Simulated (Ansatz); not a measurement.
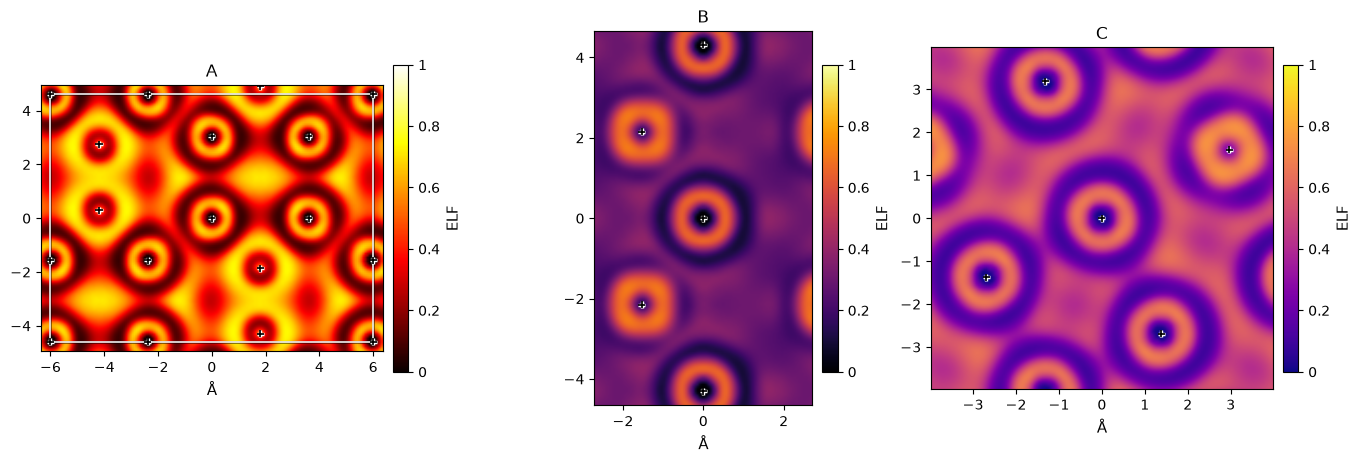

The ELF of 3 systems, each on a plane through atoms (crosses mark nuclei in the plane).

All numbers below come from DFT PBE, scalar-relativistic, plane waves, PAW in Ansatz 0.2.0.

System 1: Ti5Si2S, the (110) plane of the conventional cell. Space group I4/mcm; a generated structure, not necessarily the stable one; changed on purpose from its base cell (volume × 1.06, shape and atoms relaxed); computed pressure about −7 GPa in this cell; computed without spin polarisation.

```cif
data_structure
_symmetry_space_group_name_H-M 'P 1'
_symmetry_Int_Tables_number 1
_cell_length_a 6.5084
_cell_length_b 6.5084
_cell_length_c 12.0014
_cell_angle_alpha 90.000
_cell_angle_beta 90.000
_cell_angle_gamma 90.000
_cell_volume 508.37
loop_
_atom_site_label
_atom_site_type_symbol
_atom_site_fract_x
_atom_site_fract_y
_atom_site_fract_z
_atom_site_occupancy
Ti1 Ti 0.00000 0.00000 0.00000 1
Ti2 Ti 0.50000 0.50000 0.50000 1
Ti3 Ti 0.00000 0.00000 0.50000 1
Ti4 Ti 0.50000 0.50000 0.00000 1
Ti5 Ti 0.66513 0.16513 0.34954 1
Ti6 Ti 0.16513 0.66513 0.84954 1
Ti7 Ti 0.16513 0.66513 0.15046 1
Ti8 Ti 0.66513 0.16513 0.65046 1
Ti9 Ti 0.33487 0.16513 0.84954 1
Ti10 Ti 0.83487 0.66513 0.34954 1
Ti11 Ti 0.16513 0.33487 0.34954 1
Ti12 Ti 0.66513 0.83487 0.84954 1
Ti13 Ti 0.16513 0.33487 0.65046 1
Ti14 Ti 0.66513 0.83487 0.15046 1
Ti15 Ti 0.33487 0.16513 0.15046 1
Ti16 Ti 0.83487 0.66513 0.65046 1
Ti17 Ti 0.83487 0.33487 0.15046 1
Ti18 Ti 0.33487 0.83487 0.65046 1
Ti19 Ti 0.33487 0.83487 0.34954 1
Ti20 Ti 0.83487 0.33487 0.84954 1
Si1 Si 0.36729 0.13271 0.50000 1
Si2 Si 0.86729 0.63271 0.00000 1
Si3 Si 0.13271 0.36729 0.00000 1
Si4 Si 0.63271 0.86729 0.50000 1
Si5 Si 0.63271 0.13271 0.00000 1
Si6 Si 0.13271 0.63271 0.50000 1
Si7 Si 0.36729 0.86729 0.00000 1
Si8 Si 0.86729 0.36729 0.50000 1
S1 S 0.00000 0.00000 0.75000 1
S2 S 0.50000 0.50000 0.25000 1
S3 S 0.00000 0.00000 0.25000 1
S4 S 0.50000 0.50000 0.75000 1
```

System 2: Ti4Mo, the (001) plane of the conventional cell. Space group I4/m; a generated structure, not necessarily the stable one; computed without spin polarisation.

```yaml
crystal:
  lattice:
    - [7.25435, 0.00000, 0.00000]
    - [0.00000, -7.25435, 0.00000]
    - [0.00000, 0.00000, -3.21025]
  atoms:
    - { symbol: Ti, position: [0.09060, 0.28046, 0.50000] }
    - { symbol: Ti, position: [0.59060, 0.78046, 0.00000] }
    - { symbol: Ti, position: [0.28046, 0.90940, 0.50000] }
    - { symbol: Ti, position: [0.78046, 0.40940, 0.00000] }
    - { symbol: Ti, position: [0.21954, 0.59060, 0.00000] }
    - { symbol: Ti, position: [0.71954, 0.09060, 0.50000] }
    - { symbol: Ti, position: [0.90940, 0.71954, 0.50000] }
    - { symbol: Ti, position: [0.40940, 0.21954, 0.00000] }
    - { symbol: Mo, position: [0.50000, 0.50000, 0.50000] }
    - { symbol: Mo, position: [0.00000, 0.00000, 0.00000] }
```

System 3: TiRu4, the (001) plane of the conventional cell. Space group P2₁/m; a generated structure, not necessarily the stable one; changed on purpose from its base cell (volume × 0.97, shape and atoms relaxed); computed pressure about 8 GPa in this cell; computed without spin polarisation.

```
Ti Ru
1.0
     4.71926    0.00000   -0.00443
     0.00000   -4.31039    0.00000
    -2.30687    0.00000   -6.77128
Ti Ru
2 8
Direct
  0.05223 0.25000 0.80090
  0.94777 0.75000 0.19910
  0.13685 0.75000 0.60043
  0.86315 0.25000 0.39957
  0.33804 0.75000 0.99492
  0.27542 0.25000 0.20573
  0.54113 0.75000 0.40322
  0.72458 0.75000 0.79427
  0.45887 0.25000 0.59678
  0.66196 0.25000 0.00508
```

### Which map belongs to which system?

Panel A is system 1, Ti5Si2S: the plane holds Ti and Si. Si–Si (2.44 Å): the ELF peaks at about 0.70 between the atoms. Panel B is system 3, TiRu4: the plane holds Ti and Ru. Ti–Ru (2.64 Å): the ELF is about 0.30 at the midpoint. Panel C is system 2, Ti4Mo: the plane holds Ti and Mo.
